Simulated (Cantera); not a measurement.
Input: 1 mol Si, 0.29 mol NH₃, 87 mol H₂, held at 1.10 bar.

Method: chemical equilibrium by Gibbs-energy minimisation in Cantera with the NASA 1993 tables (ideal gas, pure condensed phases). Candidate condensed phases: Si, Si₃N₄; 18 gas species. Mutual solubility and eutectic melting of coexisting phases are not modelled. Gases not in the tables: Si₂H₆ and higher silanes. The numbers say what is thermodynamically allowed, not how fast it happens.

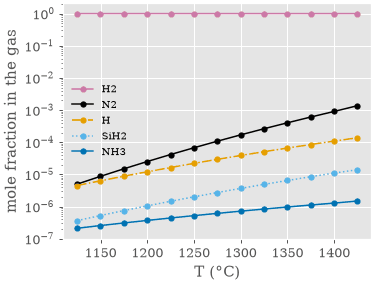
Figure. Equilibrium gas composition (values under 1e-9 drawn at 1e-9)

From 1125 °C to 1400 °C the condensed part is Si(s) + Si₃N₄(s). At 1425 °C the condensed part is Si(l) + Si₃N₄(s). The main Si-bearing gas is SiH₄ at 1125 °C and SiH₂ at 1425 °C.
